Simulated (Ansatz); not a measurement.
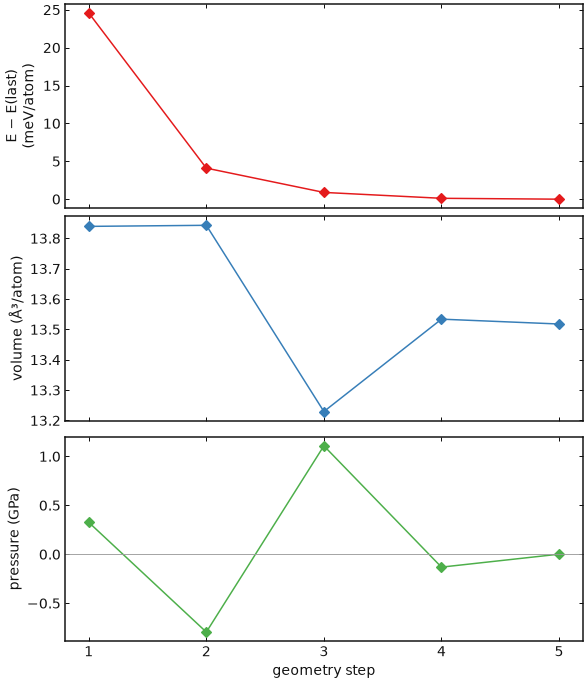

History of a geometry optimisation. TlBH (P6_3/mmc, 6 atoms in the cell); Ansatz 0.2.0, DFT PBE, scalar-relativistic, plane waves, PAW; cutoff 420 eV, 12×12×6 k-mesh, Gaussian smearing of 0.1 eV. Atoms and cell relax. A closing SCF on a freshly chosen basis isn't drawn.

The optimisation met its thresholds at geometry 5, counting the start as the first. The energy fell by about 25 meV/atom from the first step to the last. All forces vanish by symmetry, so only the cell moves. The volume shrinks from 13.84 to 13.52 Å³ per atom (−2.3 %), overshooting to 13.23 at step 3, as the pressure goes from 0.33 GPa to about 0 GPa.
